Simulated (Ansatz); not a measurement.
## C₃H₁₀Si₂: one change and its effect

System: C₃H₁₀Si₂.
Method of the first run: RKS wB97M-V/def2-SVP (Ansatz 0.2.0).

The geometry comes from this level: PBE0-D4/def2-TZVP. Text and figures count atoms from 1; the logs count them from 0 in places.

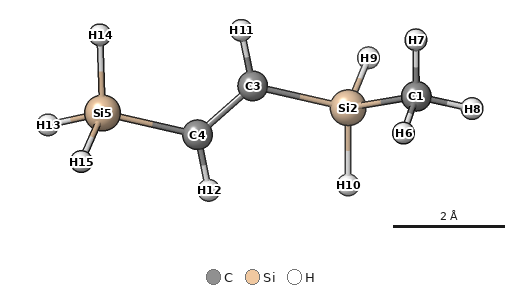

Fig. 1: The structure as given in the input (ball-and-stick view, seen at a tilt; atoms are numbered from 1 in the order of the input).

Input, the first run:
```yaml
crystal:
  periodic: [false, false, false]
  atoms:
    - {symbol: C, position_ang: [-2.613141, -0.839059, -0.448489]}
    - {symbol: Si, position_ang: [-0.943393, -0.602138, -1.258730]}
    - {symbol: C, position_ang: [0.397195, -0.337557, 0.012853]}
    - {symbol: C, position_ang: [1.131339, 0.777426, 0.100097]}
    - {symbol: Si, position_ang: [2.457997, 1.043852, 1.380357]}
    - {symbol: H, position_ang: [-2.886665, 0.039792, 0.139560]}
    - {symbol: H, position_ang: [-2.602067, -1.704451, 0.218623]}
    - {symbol: H, position_ang: [-3.388846, -1.003430, -1.200159]}
    - {symbol: H, position_ang: [-0.620200, -1.807385, -2.074935]}
    - {symbol: H, position_ang: [-0.955305, 0.588563, -2.153672]}
    - {symbol: H, position_ang: [0.589217, -1.134790, 0.734061]}
    - {symbol: H, position_ang: [0.943234, 1.575396, -0.620347]}
    - {symbol: H, position_ang: [3.777153, 1.283836, 0.733837]}
    - {symbol: H, position_ang: [2.543029, -0.163159, 2.244374]}
    - {symbol: H, position_ang: [2.148655, 2.232504, 2.221669]}
basis:
  gaussian: {orbitals: def2-SVP}
hamiltonian: {xc: {name: wB97M-V}}
output: {orbitals: {seedname: orbitals}}
```

Hardware: 4 CPU threads, shared host.

Output (the first run):
```
Functional definition: wB97M-V
  parameter omega = 0.3/bohr
  parameter cx = 0.15
  parameter cx01 = 1.007
  parameter cx10 = 0.259
  parameter css00 = 0.443
  parameter css04 = -1.437
  parameter css10 = -4.535
  parameter css20 = -3.390
  parameter css43 = 4.278
  parameter cos00 = 1.000
  parameter cos10 = 1.358
  parameter cos20 = 2.924
  parameter cos21 = -8.812
  parameter cos60 = -1.390
  parameter cos61 = 9.142
  parameter b = 6.0
  parameter c = 0.01
  gx(w, u) = 1 - cx + cx01*u + cx10*w
  gss(w, u) = css00 + css04*u^4 + css10*w + css20*w^2 + css43*w^4*u^3
  gos(w, u) = cos00 + cos10*w + (cos20 + cos21*u)*w^2 + (cos60 + cos61*u)*w^6
  exchange = spin_sum(e_x_unif_sr(omega)*gx(b97_w, b97_u_x)) + cx*exact_x_sr(omega) + exact_x_lr(omega)
  correlation = spin_sum(e_c_pw_mod_same_spin*gss(b97_w, b97_u_same))
      + integral(e_c_pw_mod_opposite_spin*gos(b97_w_opposite, b97_u_opposite)) + vv10(b, c)
1446 factors; their error is unknown
434 factors; integrals over basis functions are off by at most 7.9e-6 eV
mean field evaluation 1: about -19014.0695 eV, gradient 3.9e1 eV
mean field evaluation 2: about -19015.9302 eV, gradient 2.8e1 eV
mean field evaluation 4: about -19017.9455 eV, gradient 5.4e-1 eV
mean field evaluation 8: about -19017.9738 eV, gradient 2.3e-1 eV
mean field evaluation 16: about -19017.9739 eV, gradient 1.5e-5 eV
mean field -19017.97387410 eV, -698.8976490275 hartree, gradient 1.5e-5 eV, S^2 0.000000; 0 other end points of the search recorded, 0 dependent functions left out
reference -19017.97392847 eV, -698.8976510257 hartree; 28, 28 occupied and 100, 100 virtual orbitals, 1446 factors
Total energy: -19017.97392847 eV, -698.8976510257 hartree
```

The second run used a changed input.

The two runs side by side:

| quantity | the first run | the second run |
| --- | --- | --- |
| outcome | converged | converged |
| total energy (hartree) | −698.897651 | −699.267462 |
| HOMO (eV) | −10.05 | −10.11 |
| LUMO (eV) | 1.38 | 1.05 |
| basis functions | 128 | 611 |
| wall time (shared host) | 3.8 s | 30 s |

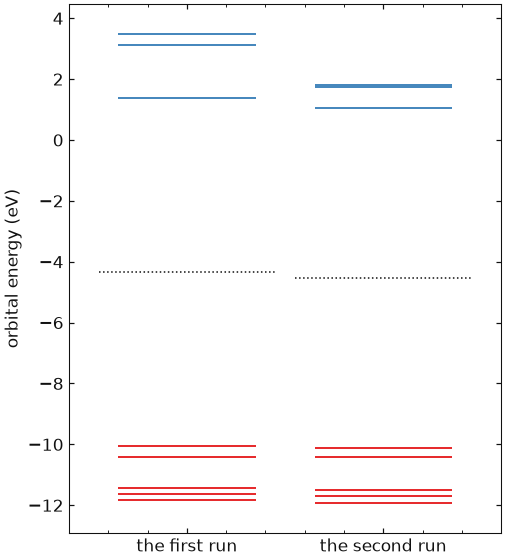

Fig. 2: The five highest filled and three lowest empty orbital energies of the two runs; the dotted lines part filled from empty levels. The HOMO–LUMO gap is 11.42 eV in the first run and 11.16 eV in the second run.

What was changed in the input?

The change (lines with − go, lines with + come):
```diff
-  gaussian: {orbitals: def2-SVP}
+  gaussian: {orbitals: "def2-QZVPP.json"}
```

The total energy of the second run is 232.1 kcal/mol lower, which measures the change of basis and not a stability. The HOMO goes from −10.05 to −10.11 eV. The LUMO goes from 1.38 to 1.05 eV. The basis functions go from 128 to 611.

Output (the second run):
```
Functional definition: wB97M-V
  parameter omega = 0.3/bohr
  parameter cx = 0.15
  parameter cx01 = 1.007
  parameter cx10 = 0.259
  parameter css00 = 0.443
  parameter css04 = -1.437
  parameter css10 = -4.535
  parameter css20 = -3.390
  parameter css43 = 4.278
  parameter cos00 = 1.000
  parameter cos10 = 1.358
  parameter cos20 = 2.924
  parameter cos21 = -8.812
  parameter cos60 = -1.390
  parameter cos61 = 9.142
  parameter b = 6.0
  parameter c = 0.01
  gx(w, u) = 1 - cx + cx01*u + cx10*w
  gss(w, u) = css00 + css04*u^4 + css10*w + css20*w^2 + css43*w^4*u^3
  gos(w, u) = cos00 + cos10*w + (cos20 + cos21*u)*w^2 + (cos60 + cos61*u)*w^6
  exchange = spin_sum(e_x_unif_sr(omega)*gx(b97_w, b97_u_x)) + cx*exact_x_sr(omega) + exact_x_lr(omega)
  correlation = spin_sum(e_c_pw_mod_same_spin*gss(b97_w, b97_u_same))
      + integral(e_c_pw_mod_opposite_spin*gos(b97_w_opposite, b97_u_opposite)) + vv10(b, c)
1867 factors; their error is unknown
509 factors; integrals over basis functions are off by at most 9.1e-6 eV
mean field evaluation 1: about -19021.5758 eV, gradient 5.3e1 eV
mean field evaluation 2: about -19024.1987 eV, gradient 4.0e1 eV
mean field evaluation 4: about -19028.0183 eV, gradient 1.2e0 eV
mean field evaluation 8: about -19028.0350 eV, gradient 4.7e-2 eV
mean field evaluation 16: about -19028.0369 eV, gradient 2.8e-5 eV
mean field -19028.03692171 eV, -699.2674592061 hartree, gradient 2.8e-5 eV, S^2 0.000000; 0 other end points of the search recorded, 0 dependent functions left out
reference -19028.03700802 eV, -699.2674623780 hartree; 28, 28 occupied and 583, 583 virtual orbitals, 1867 factors
Total energy: -19028.03700802 eV, -699.2674623780 hartree
```
